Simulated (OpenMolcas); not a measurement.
# C2H3Ge (SMILES [C]#[C][GeH3]): a chain of runs

Aim: a series of 17 runs (UHF/ANO-S-VDZ, CASSCF(5,5)/ANO-S-VDZ, CASPT2(5,5)/ANO-S-VDZ, SC-NEVPT2(5,5)/ANO-S-VDZ, MC-PDFT[ftLSDA](5,5)/ANO-S-VDZ, RASSCF(5,9)/ANO-S-VDZ, SC-NEVPT2(4,5)/ANO-S-VDZ, CASPT2[IPEA 0](5,5)/ANO-S-VDZ, and more) of C2H3Ge. 

The calculation is run with OpenMolcas 26.06.

### 1 The structure to begin with

C2H3Ge has 6 atoms, charge 0, and is taken as a doublet. As SMILES, `[C]#[C][GeH3]`. Geometry: relaxed at PBE0-D4/def2-TZVP.

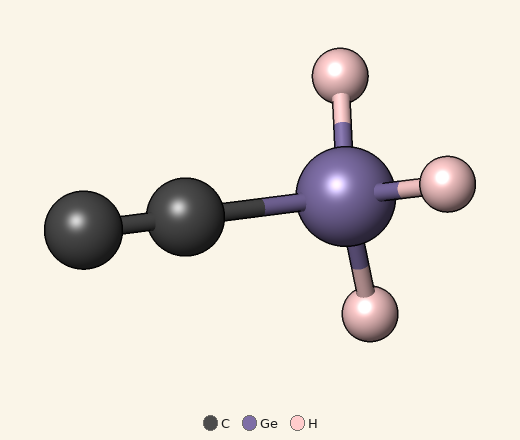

Viewed from a chosen angle; carbon dark grey, germanium purple, hydrogen pink.

### 2 A single-point energy at UHF/ANO-S-VDZ (scramble 0.25) (run 1)

geom.xyz reads:

```xyz
6

C      1.063000    -1.993700     1.127200
C      0.554800    -1.039400     0.581600
Ge    -0.244200     0.461100    -0.277700
H     -1.482100    -0.028100    -1.035900
H      0.783700     1.059700    -1.242900
H     -0.633000     1.476400     0.801400
```

step1.inp reads:

```
* C2H3Ge Hartree-Fock
&GATEWAY
Coord = geom.xyz
Basis = ANO-S-VDZ
Group = NoSym
&SEWARD
&SCF
UHF
Spin = 2
Scramble = 0.25
PrOrbitals = 1
```

Run with:

```console
$ export MOLCAS_MEM=1860
$ pymolcas step1.inp > step1.log
```

Log:

```text
--- Start Module: gateway ---
[...]
--- Stop Module: gateway /rc=_RC_ALL_IS_WELL_ ---
--- Start Module: seward ---
[...]
      Basis functions           46
--- Stop Module: seward /rc=_RC_ALL_IS_WELL_ ---
[...]
--- Start Module: scf ---
[...]
       Convergence after  20 Iterations
[...]
::    Total SCF energy                              -2152.6652625783
[...]
      Total spin, S                                     0.7050032530
[...]
      Total electronic charge=   47.000000
      Total            charge=   -0.000000
[...]
      Dipole Moment (debye):
      Origin of the operator (angstrom)=    0.0002    0.0021   -0.0150
                   X= -2.9632E-01               Y=  5.5636E-01               Z= -3.1914E-01           Total=  7.0654E-01
      Quadrupole Moment (debye*angstrom):
[...]
--- Stop Module: scf /rc=_RC_ALL_IS_WELL_ ---
[...]
```

Run time: 2.4 s. Hardware: 1 thread of Intel Xeon 6975P-C (Granite Rapids), shared host; peak memory 0.38 GiB.

### 3 The vertical excitations at CASSCF(5,5)/ANO-S-VDZ (3 states averaged) (run 2)

geom.xyz is that of step 2.

step2.input reads:

```
* C2H3Ge CASSCF
&GATEWAY
Coord
geom.xyz
Basis
ANO-S-VDZ
Group
NoSym
&SEWARD
&RASSCF
FileOrb
$CurrDir/step1.UnaOrb
Spin
2
Nactel
5 0 0
Inactive
21
Ras2
5
CIRoot
3 3 1
OrbListing
Nothing
OrbAppear
Compact
```

Run with:

```console
$ export MOLCAS_MEM=1860
$ pymolcas step2.input > step2.log
```

Log:

```text
[...]
      Basis functions           46
[...]
      Number of active orbitals                  5
[...]
      Spin quantum number                      0.5
[...]
      Active orbitals                            5
[...]
      Number of CSFs                            75
[...]
      Number of root(s) required                 3
[...]
      Convergence after 10 iterations
[...]
      printout of CI-coefficients larger than  0.05 for root  1
      energy=   -2152.725564
      conf/sym  11111     Coeff  Weight
             1  22u00  -0.93336 0.87116
             6  2udu0   0.17403 0.03029
             9  u2d0u   0.17403 0.03029
            30  20u20  -0.13424 0.01802
            35  ududu  -0.05622 0.00316
            36  uduud  -0.09737 0.00948
[...]
      Natural orbitals and occupation numbers for root  1
      sym 1:   1.908911   1.908911   1.000000   0.091089   0.091089
      Natural orbitals and occupation numbers for root  2
      sym 1:   0.989766   1.940748   1.965326   0.065486   0.038674
      Natural orbitals and occupation numbers for root  3
      sym 1:   1.940748   0.989766   1.965326   0.038674   0.065486
      ************************************************************************************************************************
      *                                                    Final results                                                     *
[...]
::    RASSCF root number  1 Total energy:  -2152.72556370
::    RASSCF root number  2 Total energy:  -2152.67897511
::    RASSCF root number  3 Total energy:  -2152.67897373
[...]
      Dipole Moment (debye):
      Origin of the operator (angstrom)=    0.0002    0.0021   -0.0150
                   X= -1.4928E+00               Y=  2.7832E+00               Z= -1.5603E+00           Total=  3.5227E+00
      Quadrupole Moment (debye*angstrom):
[...]
```

Wall time 2.7 s (1 thread of Intel Xeon 6975P-C (Granite Rapids), shared host); peak memory 0.38 GiB.

The roots found:

```csv
excited state,energy (eV)
1,1.268
2,1.268
```

Runs 3 to 13 aren't shown in full; the table further down has their settings and results.

### 4 The vertical excitations at CASPT2[IPEA 0](5,5)/ANO-S-VDZ (ipea shift 0 Eh, pt2 variant XMS, 3 states averaged) (run 14)

geom.xyz is that of step 3.

step14.inp reads:

```
* C2H3Ge CASPT2
>>> EXPORT MOLCAS_PRINT=2

&GATEWAY
 Coord = geom.xyz
 Basis = ANO-S-VDZ
 Group = NoSym

&SEWARD

&RASSCF
 FileOrb = $CurrDir/step2.RasOrb
 Spin = 2
 Nactel = 5 0 0
 Inactive = 21
 Ras2 = 5
 CIRoot = 3 3 1
 OrbListing = Nothing
 OrbAppear = Compact

&CASPT2
 XMultistate = all
 IPEA = 0

&RASSI
 NrOfJobIphs = 1 all
 IphNames
 JOBMIX
 EJob
```

Run with:

```console
$ export MOLCAS_MEM=1860
$ pymolcas step14.inp > step14.log
```

Log:

```text
--- Start Module: gateway ---

                                              &GATEWAY

                       available to each process: 1.9 GB of memory, 1 thread

++    Symmetry information:
      ---------------------

                    Character Table for C1

                             E
                    a        1  x, y, xy, Rz, z, xz, Ry, yz, Rx, I
--

++    Basis set information:
      ----------------------

      Basis set label: C.ANO-S...3S2P.

[... 227 lines left out ...]
      energy=   -2152.725563
[... 28 lines left out ...]
      Natural orbitals and occupation numbers for root  2
[... 29 lines left out ...]
      Von Neumann Entropy (Root   1) =  1.03432
[... 319 lines left out ...]
      Spin density orbitals for root   1 are written to the SPDORB.1 file
[... 142 lines left out ...]
 Compute H0 matrices for state    2
[... 8 lines left out ...]
  Total nr of CASPT2 parameters:
   Before reduction:       31050
   After  reduction:       30155

 Variance of |WF0>:       0.3051234498
  SIGMA F. ICASE1,ISYM1:         1         1
  Colossal value detected in SIGMA.
  This implies that the thresholds used for linear
  dependence removal must be increased.
  Present values, THRSHN, THRSHS:   1.0000000000000000E-010   1.0000000000000000E-008
  Use keyword THRESHOLD in input to increase these
  values and then run again.

--- Stop Module: caspt2 /rc=-6 ---

.########################.
.# Non-zero return code #.
.########################.

    Timing: Wall=2.41 User=1.99 System=0.40
```

It took 2.6 s on 1 thread of Intel Xeon 6975P-C (Granite Rapids), shared host; peak memory 0.38 GiB.

The run ended with an error.

Runs 15 to 16 aren't shown in full; the table further down has their settings and results.

### 5 A structure relaxation at CASSCF(5,5)/ANO-S-VDZ (root 2, 3 states averaged) (run 17)

geom.xyz is that of step 4.

step17.inp reads:

```
* C2H3Ge CASSCF

&gateway
  coord = geom.xyz
  basis = ANO-S-VDZ
  group = NoSym
>>> COPY $CurrDir/step2.RasOrb $Project.RasOrb
>>> EXPORT MOLCAS_MAXITER=40
>>> Do While

&seward

&rasscf
  fileorb = $Project.RasOrb
  spin = 2
  nactel = 5 0 0
  inactive = 21
  ras2 = 5
  ciroot = 3 3 1
  rlxroot = 2
  orblisting = Nothing
  orbappear = Compact

&slapaf
>>> EndDo
```

Run with:

```console
$ export MOLCAS_MEM=1860
$ pymolcas step17.inp > step17.log
```

Log:

```text
--- Start Module: gateway ---
[...]
      Basis functions           46
[...]
      Number of active orbitals                  5
[...]
      Spin quantum number                      0.5
[...]
      Active orbitals                            5
[...]
      Number of CSFs                            75
[...]
      Number of root(s) required                 3
[...]
      Convergence after  4 iterations
[...]
      Natural orbitals and occupation numbers for root  1
      sym 1:   1.908911   1.908911   1.000000   0.091089   0.091089
      Natural orbitals and occupation numbers for root  2
      sym 1:   0.989766   1.940748   1.965326   0.065486   0.038674
      Natural orbitals and occupation numbers for root  3
      sym 1:   1.940748   0.989766   1.965326   0.038674   0.065486
      ************************************************************************************************************************
      *                                                    Final results                                                     *
[...]
::    RASSCF root number  1 Total energy:  -2152.72556318
::    RASSCF root number  2 Total energy:  -2152.67897537
::    RASSCF root number  3 Total energy:  -2152.67897399
[...]
--- Start Module: slapaf ---
[...]
      Convergence after  4 iterations
[...]
      Natural orbitals and occupation numbers for root  1
      sym 1:   1.877410   1.877408   1.000000   0.122595   0.122587
      Natural orbitals and occupation numbers for root  2
      sym 1:   0.984926   1.921298   1.961840   0.085423   0.046513
      Natural orbitals and occupation numbers for root  3
      sym 1:   1.921199   0.984987   1.961797   0.046530   0.085487
[...]
::    RASSCF root number  1 Total energy:  -2152.71864225
::    RASSCF root number  2 Total energy:  -2152.69591703
::    RASSCF root number  3 Total energy:  -2152.69573427
[...]
```

It took 84 s on 1 thread of Intel Xeon 6975P-C (Granite Rapids), shared host; peak memory 0.38 GiB.

The path in brief:

```
step  energy from the first frame kept (eV)  largest force (eV/Å)
   0                                 0.0000                9.4879
   1                                -0.4455                0.9297
   2                                -0.4581                0.3443
   3                                -0.4597                0.2289
   4                                -0.4603                0.0796
   5                                -0.4605                0.0596
   6                                -0.4607                0.0898
   7                                -0.4609                0.0673
   8                                -0.4609                0.0337
   9                                -0.4609                0.0246
  10                                -0.4610                0.0302
  11                                -0.4610                0.0124
  12                                -0.4610                0.0090
```

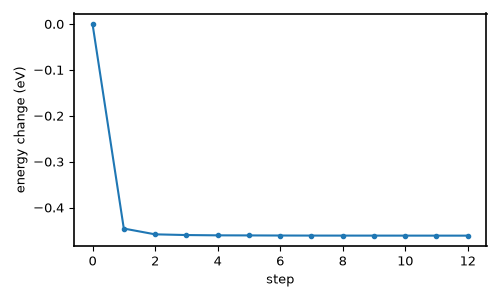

Energy along the run.

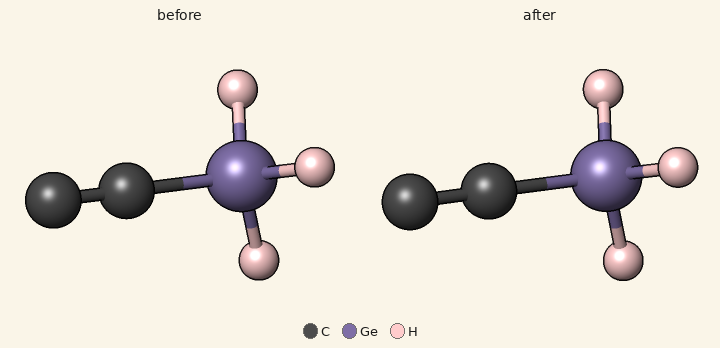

Before and after, at one scale.

After the run. Bond lengths: C1–C2 1.314 Å, C2–Ge3 1.947 Å, Ge3–H4 1.536 Å, Ge3–H5 1.536 Å, Ge3–H6 1.535 Å. Angles: C1–C2–Ge3 179.4°, C2–Ge3–H4 107.7°, C2–Ge3–H5 106.7°, C2–Ge3–H6 108.9°, H4–Ge3–H5 111.2°, H4–Ge3–H6 111.0°, H5–Ge3–H6 111.2°.

The roots found:

```csv
excited state,energy (eV)
1,0.618
2,0.623
```

### 6 All runs side by side

```csv
run,level,starting guess,task,partner,energy (Eh),dipole moment (D) of the reference,wall time
1,UHF/ANO-S-VDZ (scramble 0.25),–,energy,base,-2152.665263,0.71,2.4 s
2,"CASSCF(5,5)/ANO-S-VDZ (3 states averaged)",orbitals of step 1,excited,base,-2152.725564,0.91,2.7 s
3,"CASPT2(5,5)/ANO-S-VDZ (ipea shift 0.25 Eh, pt2 variant SS, 3 states averaged, sigma2 shift 0.3)",orbitals of step 2,excited,other spin,-2152.679660,0.58,3.3 s
4,"CASPT2(5,5)/ANO-S-VDZ (casscf solver Tight, ipea shift 0.25 Eh, pt2 variant XMS, real shift 0.1 Eh)",orbitals of step 2,excited,base,-2152.861236,0.91,2.9 s
5,"SC-NEVPT2(5,5)/ANO-S-VDZ (pt2 variant QD-SC-NEVPT2, 3 states averaged)",orbitals of step 2,excited,base,-2152.855457,0.91,3 s
6,"MC-PDFT[ftLSDA](5,5)/ANO-S-VDZ (hybrid share 0.25, 3 states averaged)",orbitals of step 2,excited,base,-2152.267298,0.91,3.9 s
7,"CASSCF(5,5)/ANO-S-VDZ (3 states averaged)",orbitals of step 2,excited,base,-2152.725563,0.91,2.9 s
8,"CASSCF(5,5)/ANO-S-VDZ (root 3, 3 states averaged)",orbitals of step 2,gradient,base,-2152.678974,–,6.9 s
9,"RASSCF(5,9)/ANO-S-VDZ (3 states averaged)",orbitals of step 2,excited,base,not converged,–,71 s
10,"CASPT2(5,5)/ANO-S-VDZ (ipea shift 0.25 Eh, pt2 variant SS, 3 states averaged, sigma2 shift 0.3)",orbitals of step 2,excited,base,-2152.859348,0.91,2.8 s
11,"SC-NEVPT2(4,5)/ANO-S-VDZ (pt2 variant SC-NEVPT2)",orbitals of step 2,energy,cation,-2152.412187,–,2.9 s
12,"CASSCF(5,5)/ANO-S-VDZ (PCM ethylether, 3 states averaged)",orbitals of step 2,excited,base,-2152.726433,0.99,8.1 s
13,"CASSCF(5,5)/ANO-S-VDZ",orbitals of step 2,frequencies,base,-2152.733399,0.77,75 s
14,"CASPT2[IPEA 0](5,5)/ANO-S-VDZ (ipea shift 0 Eh, pt2 variant XMS, 3 states averaged)",orbitals of step 2,excited,base,crashed,–,2.6 s
15,"CASPT2[IPEA 0](5,5)/ANO-S-VDZ (ipea shift 0 Eh, pt2 variant SS, 3 states averaged)",orbitals of step 2,excited,base,-2152.862740,0.91,3.3 s
16,"MC-PDFT[ftrevPBE](5,5)/ANO-S-VDZ (3 states averaged)",orbitals of step 2,excited,base,-2154.891066,–,3.6 s
17,"CASSCF(5,5)/ANO-S-VDZ (root 2, 3 states averaged)",orbitals of step 2,optimise,base,-2152.695917,–,84 s
```

### 7 Outcome

```
                                                                        quantity           value
                                 run 17, CASSCF(5,5)/ANO-S-VDZ: energy of root 2  -2152.69592 Eh
run 17, CASSCF(5,5)/ANO-S-VDZ: lowest excitation energy within this active space         0.62 eV
         energy change from gas to solvent at fixed shape, CASSCF(5,5)/ANO-S-VDZ       -0.024 eV
         vertical energy of the quartet above the doublet, CASPT2(5,5)/ANO-S-VDZ        4.890 eV
```

At CASSCF(5,5)/ANO-S-VDZ: the solvent model (PCM, ethylether) lowers the energy by 0.02 eV (−2.3 kJ/mol) at the same shape. It holds the electrostatic part alone, without cavity or dispersion terms. At CASPT2(5,5)/ANO-S-VDZ: at this shape the quartet lies 4.89 eV (113 kcal/mol) above the doublet. Spin contamination of the reference: run 1 ⟨S²⟩ = 1.20. All runs together took 4.7 min, the longest 84 s. 2 of the 17 runs did not end normally.
